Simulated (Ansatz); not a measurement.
**H$_{6}$OSSiSn: density, localisation and related maps**

The calculation's input:

```
crystal:
  periodic: [false, false, false]
  atoms:
    - { symbol: S, position_ang: [-1.7063, 1.256, -2.1798] }
    - { symbol: Si, position_ang: [-0.4501, 0.6882, -0.6049] }
    - { symbol: O, position_ang: [-0.5442, -1.016, -0.4558] }
    - { symbol: Sn, position_ang: [0.8052, -1.4296, 1.0403] }
    - { symbol: H, position_ang: [-1.4272, 2.6501, -2.0233] }
    - { symbol: H, position_ang: [-0.8823, 1.3474, 0.6456] }
    - { symbol: H, position_ang: [0.9525, 1.1157, -0.9228] }
    - { symbol: H, position_ang: [0.7916, -3.1534, 1.3023] }
    - { symbol: H, position_ang: [0.1986, -0.6174, 2.545] }
    - { symbol: H, position_ang: [2.3451, -0.8922, 0.6563] }
basis:
  gaussian:
    orbitals: def2-SVP
hamiltonian:
  xc: revpbe0
output:
  orbitals: {}
  forces: true
```

Run with:

```sh
python energy_h6ossisn.py
```

Core potentials replace the inner electrons of Sn; not at a stationary point (largest force 1.9 eV/Å).

Computed with SCF revpbe0, Gaussian basis in Ansatz 0.2.0.

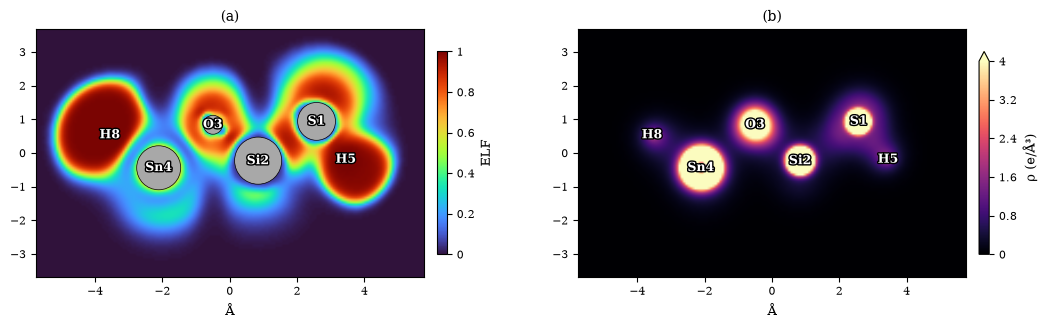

Figure 1. (a) electron localisation function; (b) electron density on the plane of atoms O3, Si2 and Sn4. Grey discs cover the atomic cores in the ELF map.

**Interpret the plot.**

- Atoms in the plane: S, Si, O, Sn and H.
- Si–O (1.71 Å): ρ at the midpoint is about 0.99 e/Å³; the ELF peaks at about 0.90 between the atoms, as expected for a polar covalent bond.
- Sn–O (2.06 Å): the density is about 0.62 e/Å³ at the midpoint; the ELF peaks at about 0.80 in the valence shell of O, 0.6 Å from its nucleus, and drops to about 0.15 between the two atoms.
- Si–S (2.09 Å): the density is about 0.89 e/Å³ at the midpoint; the ELF peaks at about 0.95 between the atoms; a covalent bond.
- Si–Sn (2.96 Å): ρ at the midpoint is about 0.27 e/Å³; the ELF is about 0.35 at the midpoint.
- S–H (1.43 Å): ρ at the midpoint is about 1.3 e/Å³; the ELF climbs to about 1 towards the hydrogen, as it does in any bond to H.
- The ELF also peaks beside O3 and S1, away from the bonds: lone-pair regions.

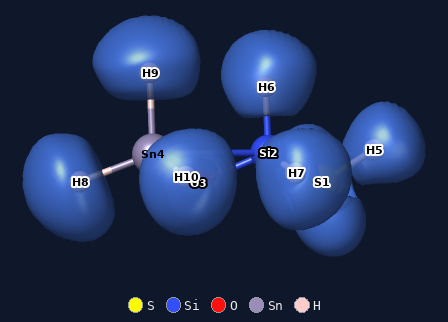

Figure 2. Isosurface of the ELF at 0.8 (blue), seen at a tilt. Only the valence region is drawn (cores and ρ < 0.01 e/Å³ removed).

**Describe the localisation domains.**

The surface consists of six regions around hydrogen nuclei, one region on S in which the atom's valence shell and bonds are merged and one region wrapped around O (its valence shell).

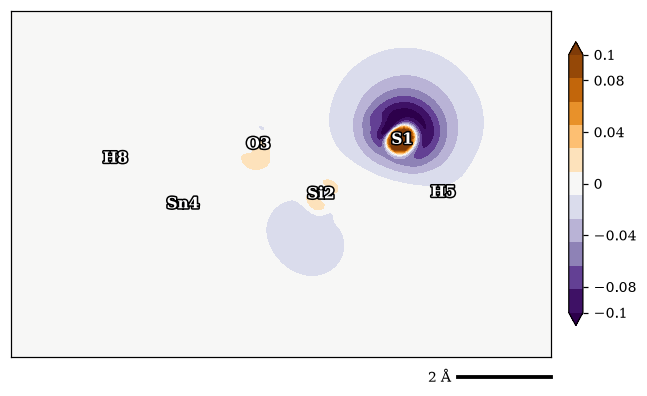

Figure 3. The HOMO on the plane of atoms O3, Sn4 and H8 (values in Å⁻³ᐟ²; the overall sign is arbitrary).

**Where does this orbital lie, and at what energy?**

It lies mainly on S1 (about 75 %); largely a lone pair of S1. Its energy is −7.25 eV.
